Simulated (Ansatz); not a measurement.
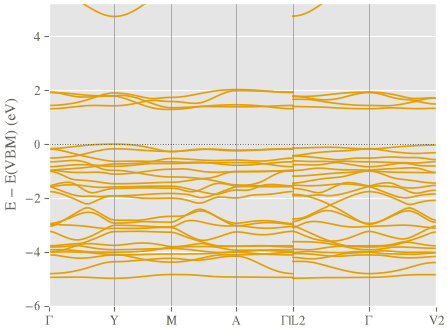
*Band structure from plane-wave PAW r²SCAN (Ansatz code)*

The gap is 1.23 eV; an edge lies off the plotted path or next to a special point (maximum at Y, minimum off the standard path).

The material is RhI3 in space group C2/m (No. 12; Rh on 4g, I on 8j, I on 4i).

The workflow started from a Materials Project entry (that database holds measured and hypothetical structures alike); the Crystallography Open Database copy checked does not list it. Whether it is the stable phase at ambient conditions was not checked. The cell was relaxed with r²SCAN under the symmetry of its start; its stability against distortions is not shown here. The run is not spin-polarised. A crystal of weakly bound layers computed without a dispersion correction: the cell and the soft elastic constants depend strongly on that. Spin–orbit coupling is left out wherever it is not named.

Potentials: the later of the program's two PAW sets.
